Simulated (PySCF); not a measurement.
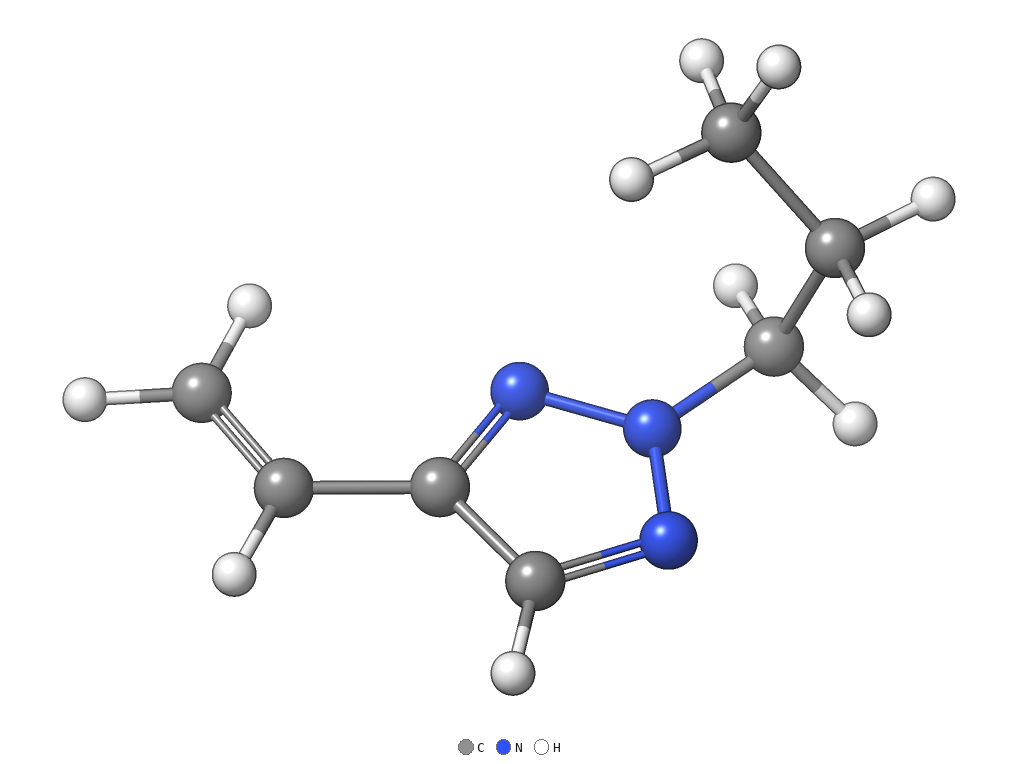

A ball-and-stick model of a molecule.

What does the picture show?

The molecule is C7H11N3. As SMILES it reads `C=Cc1cnn(CCC)n1`. Independent rings (smallest set): 1 of 5 members, 1 of them aromatic. Among its groups: alkene. The point group is C1. Coordination: 4 C trigonal planar; 2 N bent; 1 N trigonal planar; 3 C tetrahedral.

The parts below concern this one geometry. Atoms keep their numbers from picture to picture. Computed geometry: PBE0-D3(BJ)/def2-SVP optimisation. No frequency run is at hand to confirm it as a minimum.

## NMR shielding

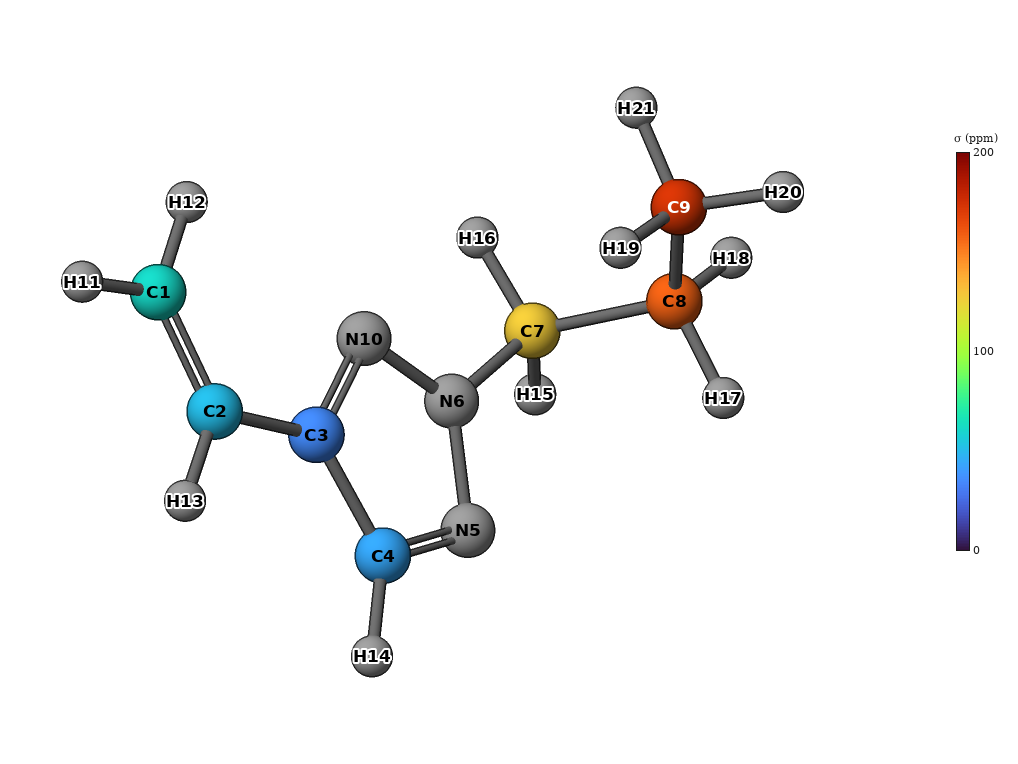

Atoms are coloured by their isotropic NMR shieldings (C only, the others grey). No frequency run is at hand to confirm it as a minimum. Properties computed with GIAO PBE0/pcSseg-1 NMR shielding, non-relativistic, IEF-PCM acetonitrile (PySCF 2.14.0).

List the isotropic NMR shieldings of the C atoms.

```
atom  σ (ppm)
  C1     61.0
  C2     50.8
  C3     35.7
  C4     44.4
  C7    127.0
  C8    157.6
  C9    172.6
```

## Bond orders

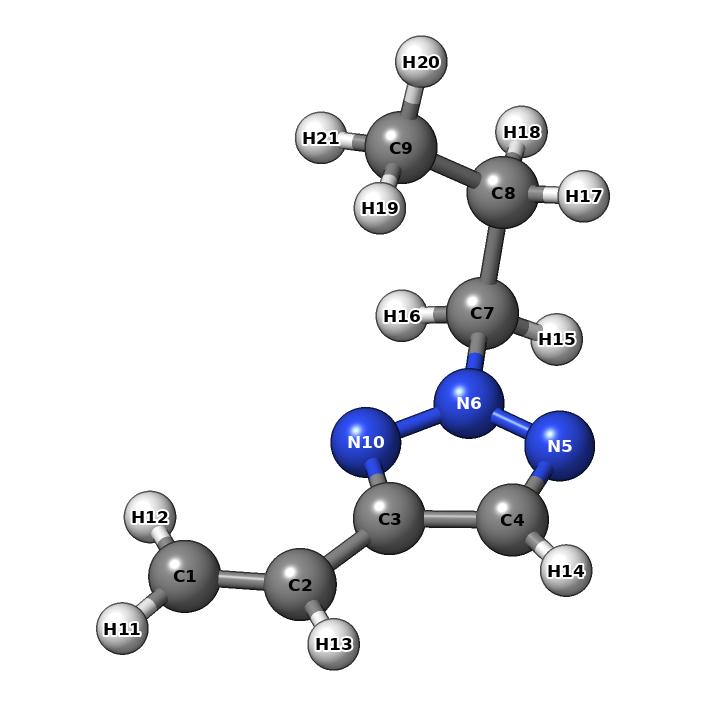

Every bond is drawn as one stick. No frequency run is at hand to confirm it as a minimum. Level of theory: PBE0/pcSseg-1 (PySCF 2.14.0).

**Which bond between heavy atoms has the highest Mayer bond order?**

C1–C2, 1.94, at a length of 1.337 Å.

**Which bond between heavy atoms has the lowest Mayer bond order?**

N6–C7, 0.87, at 1.448 Å.

List the Mayer bond orders of C1–C2, C2–C3, C3–C4, C3–N10, C4–N5, N5–N6, N6–C7, N6–N10, C7–C8, C8–C9 (bonds between heavy atoms, one of each equivalent set).

```tsv
bond	Mayer order	length (Å)
C1–C2	1.94	1.337
C2–C3	1.03	1.456
C3–C4	1.28	1.411
C3–N10	1.42	1.338
C4–N5	1.50	1.328
N5–N6	1.23	1.315
N6–C7	0.87	1.448
N6–N10	1.24	1.313
C7–C8	1.04	1.523
C8–C9	1.05	1.519
```

## Polarisability

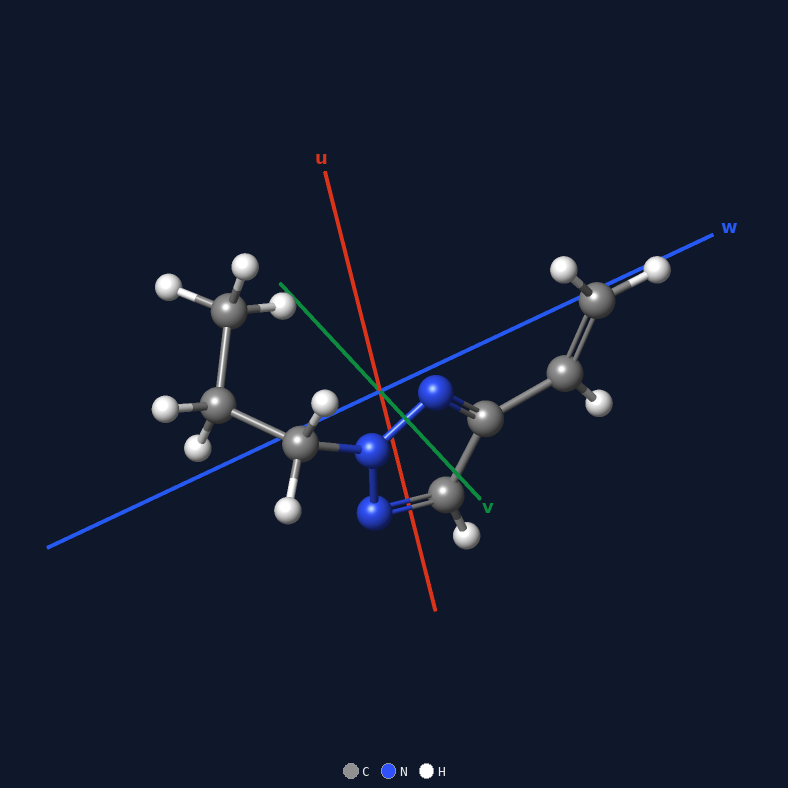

The lines u, v and w are the principal axes of the static dipole polarisability. No frequency run is at hand to confirm it as a minimum. Method: PBE0/def2-SVPD (PySCF 2.14.0).

**Along which axis is the molecule most polarisable, and along which least?**

Most along w, least along v.

**Give the three principal values.**

u 105.5, v 76.6, w 140.3 bohr³; mean 107.5, anisotropy 55.2 bohr³.

## Ring current

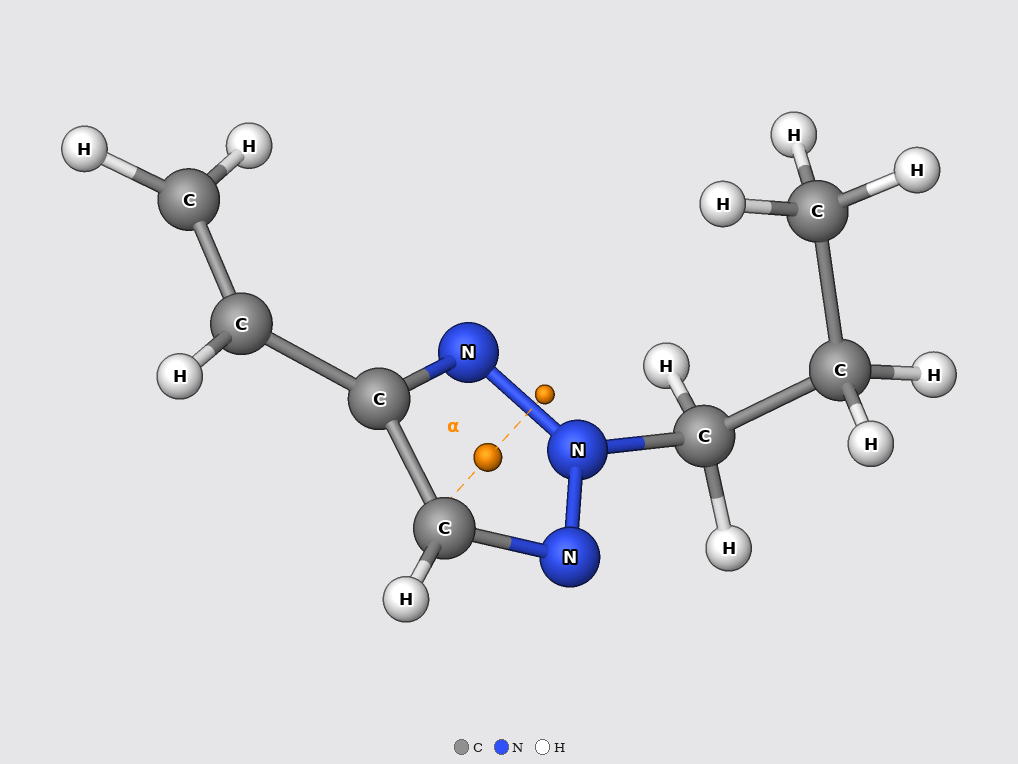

The small points mark where nucleus-independent chemical shifts (NICS) were computed: at the centre of each lettered ring and 1 Å above and below it. No frequency run is at hand to confirm it as a minimum. Level of theory: GIAO PBE0/pcSseg-1 NMR shielding, non-relativistic, IEF-PCM acetonitrile (PySCF 2.14.0).

Give NICS(0), NICS(1) and the out-of-plane component NICS(1)zz for each ring (means of the two sides).

```json
{"ring": "α", "members": "C2N3", "NICS(0)": "−11.9", "NICS(1)": "−12.4", "NICS(1)zz": "−30.9"}
```

Values in ppm.

**What do the values say about the ring currents?**

Ring α: diatropic, as in an aromatic ring. NICS is one index among several.
